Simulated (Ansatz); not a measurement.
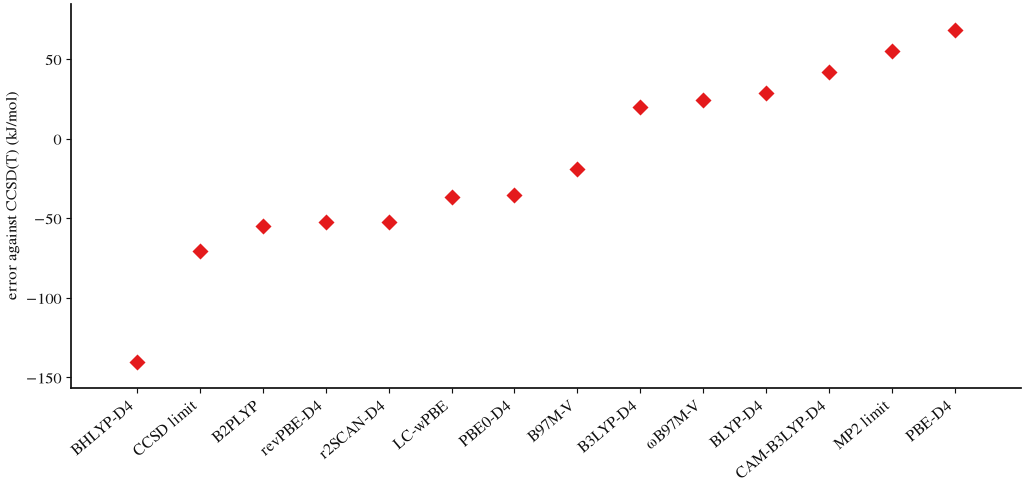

Error in the electronic atomisation energy (method less reference, so positive means overbinding) of SiN₄H₈, SMILES N[Si](N)(N)N: functionals in def2-TZVPP against frozen-core CCSD(T) at the limit (MP2 extrapolated from triple and quadruple zeta, plus CCSD(T) less MP2 in a smaller set), which gives 4680.0 kJ/mol, at a PBE0-D4/def2-TZVP geometry (a minimum by its frequencies), no zero-point or spin-orbit term, the Ansatz code. The reference leaves out core correlation, a term that grows with the number of heavy atoms. B2PLYP holds a correlation term that converges slowly with the basis, so part of the distance to the limit is basis error. No dispersion term is added to B2PLYP and LC-wPBE. Limit means the basis limit.

### Which of these levels overbind, and which underbind?

Overbind: BLYP-D4, CAM-B3LYP-D4, MP2 limit and PBE-D4. Underbind: BHLYP-D4, CCSD limit, B2PLYP, revPBE-D4, r2SCAN-D4, LC-wPBE and PBE0-D4. Within 25 kJ/mol of zero, too close to call in view of what the reference leaves out: B97M-V, B3LYP-D4 and ωB97M-V.

### What range do the values span?

From −140.1 kJ/mol (BHLYP-D4) to 68.2 kJ/mol (PBE-D4).
